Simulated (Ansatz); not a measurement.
# CH3BF (charge -1): molecular dynamics

The plan is to follow the molecule's vibrations and see whether its bonds hold. The start is relaxed first. Runs: 600 steps of 0.5 fs under a Nosé-Hoover thermostat at 2000 K. SMILES of the start: [CH2-]BF.

Method: UKS PBE/STO-3G, in Ansatz 0.2.0.

## Step 1: The structure to begin with

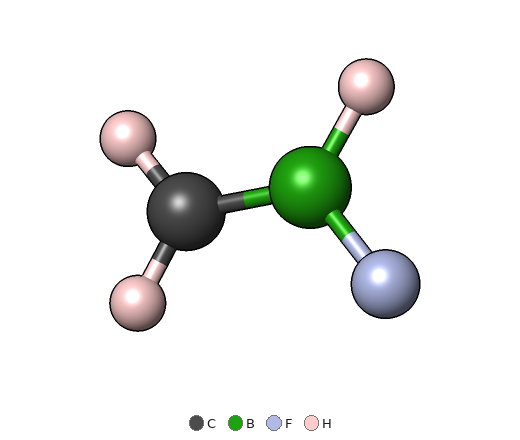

The starting structure, seen from a chosen angle (carbon dark grey, boron green, fluorine light blue, hydrogen pink).

Coordinates:

```xyz
6

C    -0.5786    0.2094   -0.4466
B     0.5406   -0.2079    0.3393
F     0.6016   -0.0150    1.7587
H    -0.6364    0.0668   -1.5290
H    -1.4746    0.6976   -0.0599
H     1.5474   -0.7508   -0.0625
```

## Step 2: Preparing the start

Contents of input.yaml:

```yaml
crystal:
  periodic: [false, false, false]
  atoms:
    - { symbol: C, position_ang: [-0.57865, 0.20938, -0.4466] }
    - { symbol: B, position_ang: [0.54062, -0.20795, 0.33934] }
    - { symbol: F, position_ang: [0.60159, -0.01501, 1.75869] }
    - { symbol: H, position_ang: [-0.63645, 0.06678, -1.52901] }
    - { symbol: H, position_ang: [-1.47455, 0.69758, -0.05992] }
    - { symbol: H, position_ang: [1.54744, -0.75078, -0.0625] }
total_charge: -1
magnetization:
  spin_polarized: true
basis:
  gaussian: { orbitals: STO-3G }
hamiltonian:
  xc: pbe
relax:
  f_tol: 0.02
  max_steps: 40
output:
  orbitals: {}
```

Started as:

```sh
> ansatz run input.yaml --threads 1 --pin off --max-ram 2048MiB --backend cpu --events-out ev --progress --plain --runs-dir out
```

The program printed, cut to the lines that bear on the results:

```text
Warning: RAYON_NUM_THREADS=1 ignored (pool sized by the plan → 1); use --threads N
[...]
Functional definition: PBE
[...]
265 factors; integrals over basis functions are off by at most 1.5e-5 eV
[...]
mean field -4409.90504777 eV, -162.0610213647 hartree, gradient 5.4e-5 eV, S^2 0.000000; 0 other end points of the search recorded, 0 dependent functions left out
[...]
reference -4409.90506259 eV, -162.0610219092 hartree; 12, 12 occupied and 6, 6 virtual orbitals, 265 factors
relax step   1: F+E_penalty+E_count = -4409.90504777 eV  Δ(F+E_penalty+E_count) = +0.000e0 eV  max|allowed force component| = 1.729e0 eV/Å  Δτ_max = 0.0000 Å  (23 SCF iters, accepted)
[...]
relax step   4: F+E_penalty+E_count = -4409.95540497 eV  Δ(F+E_penalty+E_count) = -7.481e-3 eV  max|allowed force component| = 4.704e-2 eV/Å  Δτ_max = 0.0282 Å  (25 SCF iters, accepted)
[...]
relax step   5: F+E_penalty+E_count = -4409.95554998 eV  Δ(F+E_penalty+E_count) = -1.450e-4 eV  max|allowed force component| = 1.263e-2 eV/Å  Δτ_max = 0.0045 Å  (20 SCF iters, accepted)
265 factors; integrals over basis functions are off by at most 1.4e-5 eV
mean field -4409.95554998 eV, -162.0628772866 hartree, gradient 1.4e-5 eV, S^2 0.000000; 1 other end points of the search recorded, 0 dependent functions left out
[...]
reference -4409.95556478 eV, -162.0628778306 hartree; 12, 12 occupied and 6, 6 virtual orbitals, 265 factors
Total energy: -4409.95556478 eV, -162.0628778306 hartree
Atom 0 at    -0.566879     0.203781    -0.436902 Å, force    -0.005408     0.001785    -0.005260 eV/Å
Atom 1 at     0.538730    -0.199684     0.376499 Å, force    -0.001659     0.000447    -0.002659 eV/Å
Atom 2 at     0.615978    -0.022570     1.755443 Å, force    -0.002660    -0.000201    -0.008789 eV/Å
Atom 3 at    -0.613370     0.056511    -1.529228 Å, force     0.003085     0.000360     0.012634 eV/Å
Atom 4 at    -1.485200     0.700133    -0.073872 Å, force     0.010093    -0.004608     0.000874 eV/Å
Atom 5 at     1.510741    -0.738172    -0.091940 Å, force    -0.003451     0.002218     0.003201 eV/Å
Dipole moment:     0.031117     0.057972     0.469359 e Å
```

Wall time 9.7 s (1 thread of Arm Neoverse N1, shared host); peak memory 0.12 GiB.

Relaxation path:

```csv
step,energy from step 1 (eV),largest force component (eV/Å)
1,0.0000,1.7286
2,-0.0419,0.7912
3,-0.0429,0.3431
4,-0.0504,0.0470
5,-0.0505,0.0126
```

Step 1 is the start.

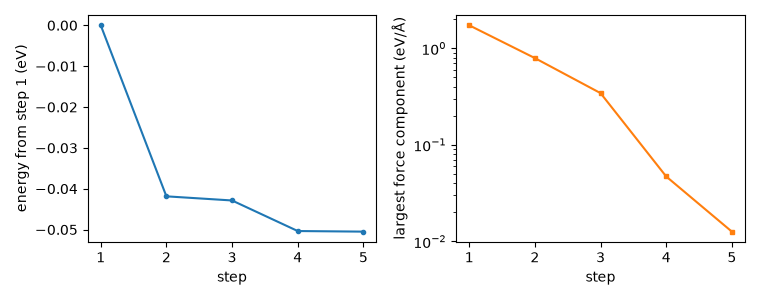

How energy and force went from step to step.

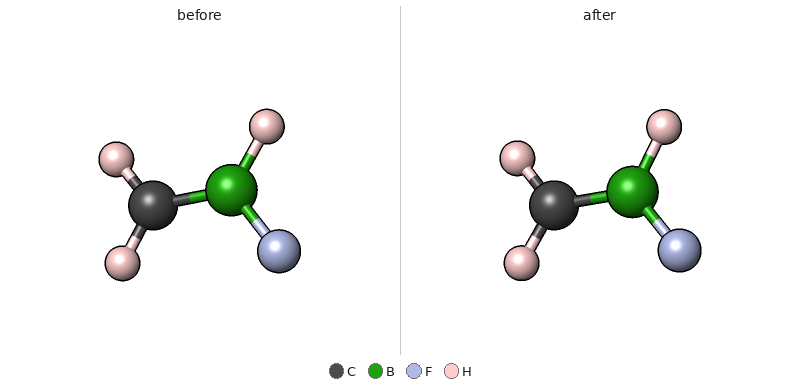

Before and after, at one scale.

After: Bond lengths: C1–B2 1.431 Å, B2–F3 1.392 Å, C1–H4 1.103 Å, C1–H5 1.105 Å, B2–H6 1.206 Å. Angles: C1–B2–F3 124.8°, C1–B2–H6 121.9°, F3–B2–H6 113.4°, B2–C1–H4 123.9°, B2–C1–H5 125.6°, H4–C1–H5 110.5°.

## Step 3: Dynamics

600 steps of 0.5 fs under a Nosé-Hoover thermostat at 2000 K, from the relaxed start.

Contents of input.yaml:

```yaml
crystal:
  periodic: [false, false, false]
  atoms:
    - { symbol: C, position_ang: [-0.566879, 0.203781, -0.436902] }
    - { symbol: B, position_ang: [0.53873, -0.199684, 0.376499] }
    - { symbol: F, position_ang: [0.615978, -0.02257, 1.755443] }
    - { symbol: H, position_ang: [-0.61337, 0.056511, -1.529228] }
    - { symbol: H, position_ang: [-1.4852, 0.700133, -0.073872] }
    - { symbol: H, position_ang: [1.510741, -0.738172, -0.09194] }
total_charge: -1
magnetization:
  spin_polarized: true
basis:
  gaussian: { orbitals: STO-3G }
hamiltonian:
  xc: pbe
md:
  timestep: 0.5
  n_steps: 600
  ensemble: nvt_nose_hoover
  temperature: 2000.0
  initial_velocities: maxwell_boltzmann
  seed: 524124
```

Started as:

```sh
> ansatz run input.yaml --threads 1 --pin off --max-ram 2048MiB --backend cpu --events-out ev --progress --plain --runs-dir out
```

The program printed, cut to the lines that bear on the results:

```text
Warning: RAYON_NUM_THREADS=1 ignored (pool sized by the plan → 1); use --threads N
[...]
Functional definition: PBE
[...]
266 factors; integrals over basis functions are off by at most 1.4e-5 eV
[...]
mean field -4409.95554985 eV, -162.0628772817 hartree, gradient 1.9e-5 eV, S^2 0.000000; 0 other end points of the search recorded, 0 dependent functions left out
[...]
reference -4409.95556465 eV, -162.0628778257 hartree; 12, 12 occupied and 6, 6 virtual orbitals, 266 factors
md step     0: t =     0.00 fs  T =  2000.0 K  F+E_penalty+E_count = -4409.95554985 eV  E_kin = 1.034080 eV  conserved = -4408.92146986 eV  (23 SCF iters)
[...]
md step    20: t =    10.00 fs  T =  1338.8 K  F+E_penalty+E_count = -4409.60765079 eV  E_kin = 0.692188 eV  conserved = -4408.91722596 eV  (27 SCF iters)
[...]
md step    40: t =    20.00 fs  T =  1219.5 K  F+E_penalty+E_count = -4409.53558525 eV  E_kin = 0.630531 eV  conserved = -4408.91505186 eV  (26 SCF iters)
[...]
md step    60: t =    30.00 fs  T =  1214.1 K  F+E_penalty+E_count = -4409.51906874 eV  E_kin = 0.627760 eV  conserved = -4408.91368594 eV  (26 SCF iters)
[...]
md step    80: t =    40.00 fs  T =  1157.0 K  F+E_penalty+E_count = -4409.46827874 eV  E_kin = 0.598216 eV  conserved = -4408.91234772 eV  (27 SCF iters)
md step    81: t =    40.50 fs  T =  1165.5 K  F+E_penalty+E_count = -4409.47141487 eV  E_kin = 0.602633 eV  conserved = -4408.91233165 eV  (27 SCF iters)
md step    82: t =    41.00 fs  T =  1210.8 K  F+E_penalty+E_count = -4409.49403680 eV  E_kin = 0.626046 eV  conserved = -4408.91284915 eV  (27 SCF iters)
```

## Step 4: The output, continued: dynamics from the start

Output, continued, cut to the lines that bear on the results:

```text
md step    83: t =    41.50 fs  T =  1277.5 K  F+E_penalty+E_count = -4409.52801417 eV  E_kin = 0.660499 eV  conserved = -4408.91375944 eV  (26 SCF iters)
[...]
md step   109: t =    54.50 fs  T =  1149.2 K  F+E_penalty+E_count = -4409.42746631 eV  E_kin = 0.594158 eV  conserved = -4408.91546516 eV  (26 SCF iters)
[...]
md step   135: t =    67.50 fs  T =   657.7 K  F+E_penalty+E_count = -4409.12383794 eV  E_kin = 0.340081 eV  conserved = -4408.90810982 eV  (25 SCF iters)
[...]
md step   161: t =    80.50 fs  T =  1639.5 K  F+E_penalty+E_count = -4409.57052684 eV  E_kin = 0.847678 eV  conserved = -4408.91871895 eV  (26 SCF iters)
[...]
md step   186: t =    93.00 fs  T =   795.8 K  F+E_penalty+E_count = -4409.04809722 eV  E_kin = 0.411468 eV  conserved = -4408.91002879 eV  (27 SCF iters)
md step   187: t =    93.50 fs  T =   630.0 K  F+E_penalty+E_count = -4408.95976301 eV  E_kin = 0.325753 eV  conserved = -4408.90925352 eV  (26 SCF iters)
```

## Step 5: The log goes on: dynamics from the start

Output, continued, cut to the lines that bear on the results:

```text
md step   188: t =    94.00 fs  T =   551.1 K  F+E_penalty+E_count = -4408.91697213 eV  E_kin = 0.284948 eV  conserved = -4408.90880731 eV  (27 SCF iters)
[...]
md step   209: t =   104.50 fs  T =   453.5 K  F+E_penalty+E_count = -4408.79940974 eV  E_kin = 0.234486 eV  conserved = -4408.90712936 eV  (28 SCF iters)
[...]
md step   230: t =   115.00 fs  T =   807.8 K  F+E_penalty+E_count = -4408.89243944 eV  E_kin = 0.417640 eV  conserved = -4408.90716645 eV  (26 SCF iters)
[...]
md step   251: t =   125.50 fs  T =  1050.0 K  F+E_penalty+E_count = -4408.93762286 eV  E_kin = 0.542917 eV  conserved = -4408.90802601 eV  (27 SCF iters)
[...]
md step   598: t =   299.00 fs  T =  2425.9 K  F+E_penalty+E_count = -4408.95348734 eV  E_kin = 1.254264 eV  conserved = -4408.90763292 eV  (27 SCF iters)
md step   599: t =   299.50 fs  T =  2023.3 K  F+E_penalty+E_count = -4408.74155411 eV  E_kin = 1.046142 eV  conserved = -4408.90439551 eV  (27 SCF iters)
[...]
md step   600: t =   300.00 fs  T =  1674.7 K  F+E_penalty+E_count = -4408.55852971 eV  E_kin = 0.865909 eV  conserved = -4408.90208021 eV  (25 SCF iters)
Total energy: -4408.55854486 eV, -162.0115382954 hartree
Atom 0 at    -0.540073     0.189220    -0.412051 Å, force    -6.828521     0.868283    -4.350400 eV/Å
Atom 1 at     0.583456    -0.204959     0.310677 Å, force     1.971473    -0.839529     2.624666 eV/Å
Atom 2 at     0.594513     0.001446     1.790559 Å, force     0.644178    -0.516808    -2.964582 eV/Å
Atom 3 at    -0.903636    -0.072169    -1.633259 Å, force     1.993442     0.691823     3.571101 eV/Å
Atom 4 at    -1.670247     0.652528    -0.038514 Å, force     3.676738    -1.201400    -0.279209 eV/Å
Atom 5 at     1.591569    -0.784450    -0.275347 Å, force    -1.457309     0.997630     1.398424 eV/Å
Dipole moment:     0.050205     0.045610     0.489554 e Å
```

Run time: 13 min. Hardware: 1 thread of Arm Neoverse N1, shared host; peak memory 0.091 GiB.

## Step 6: What the atoms did

The trajectory, every 31 steps (energies from step 0):

| time (fs) | T (K) | potential energy change (meV/atom) | conserved energy change (meV/atom) |
| --- | --- | --- | --- |
| 0.0 | 2000 | 0.0 | 0.00 |
| 15.5 | 1189 | 71.6 | 0.82 |
| 31.0 | 1459 | 51.7 | 0.94 |
| 46.5 | 569 | 134.7 | 1.77 |
| 62.0 | 714 | 130.9 | 1.74 |
| 77.5 | 923 | 124.8 | 2.02 |
| 93.0 | 796 | 151.2 | 1.91 |
| 108.5 | 2052 | 58.1 | 0.47 |
| 124.0 | 1117 | 162.1 | 1.97 |
| 139.5 | 1918 | 113.1 | 1.12 |
| 155.0 | 1068 | 208.4 | 2.10 |
| 170.5 | 1843 | 160.0 | 2.43 |
| 186.0 | 1209 | 228.1 | 3.54 |
| 201.5 | 1969 | 172.7 | 2.58 |
| 217.0 | 2039 | 173.1 | 0.67 |
| 232.5 | 2894 | 106.9 | 0.90 |
| 248.0 | 2259 | 168.6 | 2.62 |
| 263.5 | 2488 | 153.6 | 2.65 |
| 279.0 | 1359 | 255.6 | 3.47 |
| 294.5 | 2042 | 199.1 | 2.32 |
| 300.0 | 1675 | 232.8 | 3.23 |

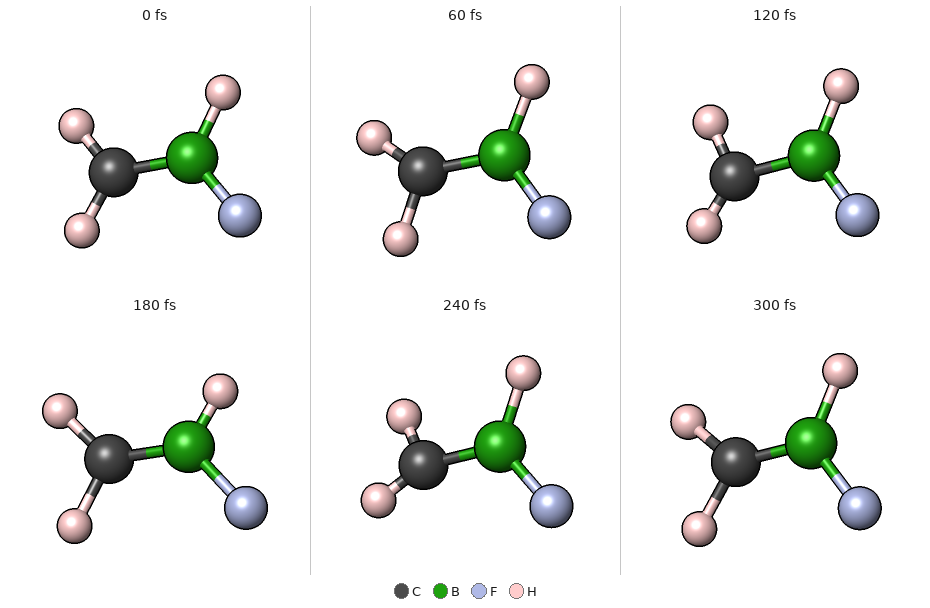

Six frames of the run, seen from a chosen angle. Sticks join atoms within a bonding distance in each frame.

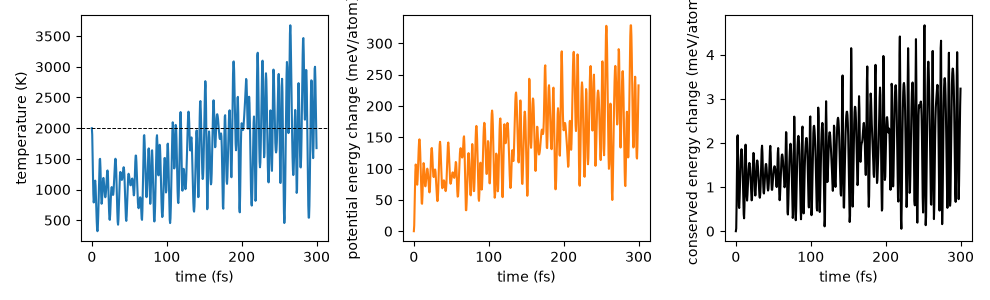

Time series of the run, each on its own scale. The dashed line is the set temperature.

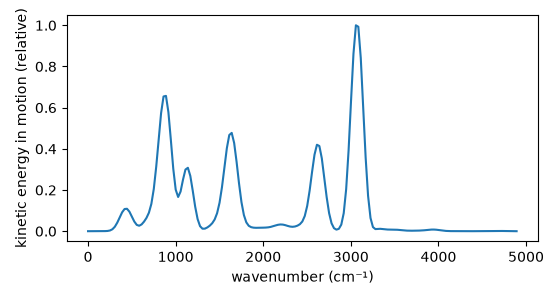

Power spectrum of the mass-weighted velocities; a run of 300 fs resolves no finer than about 220 cm⁻¹.

Maxima of the velocity power spectrum (cm⁻¹, relative height; resolution about 220 cm⁻¹): 890 (66), 1140 (31), 1640 (48), 2610 (42), 3060 (100).

## Step 7: Snapshots as a file

Positions (Å) and forces (eV/Å):

```xyz
6
time_fs=37.5 T=1234 dE=0.4371
C    -0.570    0.192   -0.409   -1.492    0.621   -3.982
B     0.569   -0.195    0.334   -0.369    0.015    2.204
F     0.608   -0.022    1.781    0.492   -0.396   -2.054
H    -0.679    0.124   -1.579    1.144   -0.543    1.647
H    -1.519    0.746   -0.261    0.197    0.062    1.629
H     1.473   -0.784   -0.214    0.028    0.241    0.555
6
time_fs=75.0 T=1492 dE=0.4329
C    -0.541    0.181   -0.406   -5.717    2.640   -3.402
B     0.514   -0.173    0.353    4.450   -2.000    3.551
F     0.615   -0.028    1.747   -0.363    0.221   -0.076
H    -0.620    0.155   -1.513    0.583   -0.513    0.009
H    -1.544    0.735   -0.144    1.897   -0.939    0.448
H     1.543   -0.786    0.000   -0.850    0.590   -0.531
6
time_fs=112.5 T=2022 dE=0.4050
C    -0.533    0.205   -0.410   -4.961    1.381   -3.216
B     0.490   -0.171    0.377    4.975   -2.249    2.327
F     0.625   -0.031    1.737   -0.484    0.347    1.106
H    -0.599    0.060   -1.494    0.614   -0.316   -0.464
H    -1.572    0.566   -0.174    0.847    0.137    0.707
H     1.535   -0.776    0.000   -0.990    0.701   -0.459
6
time_fs=150.0 T=1945 dE=0.7562
C    -0.562    0.223   -0.407   -3.124    0.217   -1.294
B     0.584   -0.212    0.361   -0.165   -0.560    0.121
F     0.599   -0.012    1.748    0.657   -0.263   -0.349
H    -0.654   -0.026   -1.532    0.108    0.416    1.384
H    -1.735    0.639   -0.058    4.019   -1.145   -0.685
H     1.584   -0.886   -0.144   -1.494    1.334    0.823
6
time_fs=187.5 T=1980 dE=0.9670
C    -0.635    0.218   -0.488    5.939   -1.455    5.211
B     0.566   -0.176    0.370   -1.625   -0.716   -1.106
F     0.638   -0.025    1.800    0.325   -0.224   -2.140
H    -0.498   -0.068   -1.449   -0.440   -0.722   -4.134
H    -1.512    0.654   -0.166   -2.567    1.332    0.503
H     1.527   -0.935   -0.243   -1.633    1.786    1.667
6
time_fs=225.0 T=1440 dE=1.3862
C    -0.563    0.156   -0.442   -2.977    2.220   -1.495
B     0.521   -0.168    0.391    3.946   -2.776   -1.180
F     0.615   -0.012    1.742   -0.337    0.203    0.790
H    -0.560    0.247   -1.712   -0.573   -0.241    4.212
H    -1.494    0.697    0.226    2.134   -1.171   -2.971
H     1.636   -0.901   -0.051   -2.194    1.765    0.643
6
time_fs=262.5 T=1920 dE=1.2223
C    -0.576    0.180   -0.473    4.893   -1.789    3.300
B     0.484   -0.168    0.380    4.112   -1.773    0.493
F     0.644   -0.021    1.773   -0.914    0.094   -0.775
H    -0.643    0.188   -1.450    0.501   -0.598   -6.356
H    -1.421    0.517   -0.152   -6.444    2.827    3.086
H     1.636   -0.771   -0.034   -2.149    1.238    0.252
6
time_fs=300.0 T=1675 dE=1.3970
C    -0.540    0.189   -0.412   -6.829    0.868   -4.350
B     0.584   -0.205    0.311    1.972   -0.840    2.625
F     0.595    0.001    1.791    0.644   -0.517   -2.965
H    -0.904   -0.072   -1.633    1.993    0.692    3.571
H    -1.670    0.652   -0.038    3.677   -1.201   -0.279
H     1.592   -0.784   -0.275   -1.457    0.998    1.398
```

## Step 8: What came out

```
                              quantity                            value
               relaxation of the start          4 moves, 0.051 eV lower
                                length              600 steps of 0.5 fs
      temperature, first and last step                  2000 and 1675 K
              temperature, second half  mean 1974 K, from 454 to 3676 K
         potential energy, second half     +178 meV/atom from the start
largest change of the conserved energy                    4.67 meV/atom
                bonds formed or broken                                0
```

In words: Against a set 2000 K the second half averages 1974 K with a spread of 664 K. The conserved energy strays from its start by at most 4.67 meV/atom, 3.4 % of the mean kinetic energy, fair for a step of 0.5 fs. The bonds all hold. Averages from a run of 300 fs with 6 atoms are rough. The nuclei move classically, without zero-point motion, which matters most for hydrogen. In so small a basis the energies are only a sketch.
